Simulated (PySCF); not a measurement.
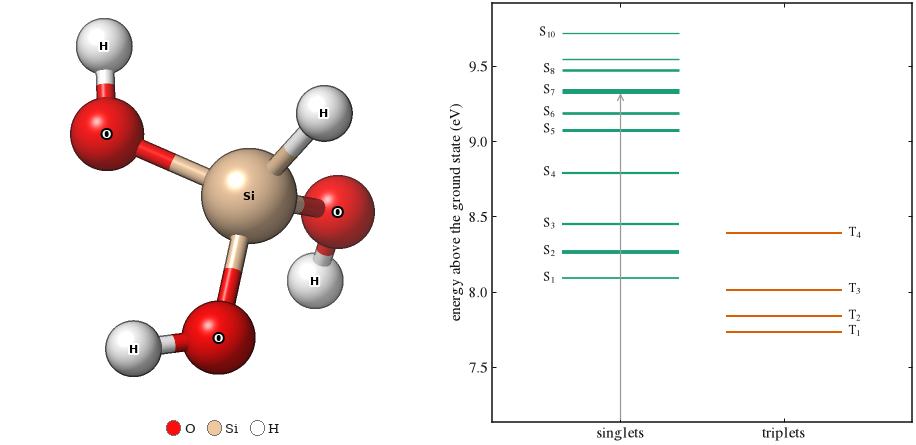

State diagram of SiH₄O₃, SMILES O[SiH](O)O. Vertical TDDFT excitations, CAM-B3LYP/def2-SVPD with PySCF 2.14.0, at a PBE0-D3(BJ)/def2-SVP geometry (no frequency check), gas phase. Triplets in the Tamm-Dancoff approximation; only the lowest 10 singlets and 4 triplets were computed. Thicker singlet lines are brighter; the arrow marks the brightest. S0, at zero, lies below the range drawn.

What character does the calculation give T1?

Mainly HOMO−1 → LUMO (56 %).

How many of the triplet levels drawn lie below S1?

3 of 4 (T1 7.74 eV, T2 7.84 eV, T3 8.01 eV, T4 8.39 eV; S1 8.09 eV).

What are the energy, strength and character of the state that the arrow marks?

S7 at 9.33 eV (133 nm), f = 0.110, mixed, the largest part being HOMO−4 → LUMO (19 %).

Known limits of this run: core orbitals are frozen in the response.
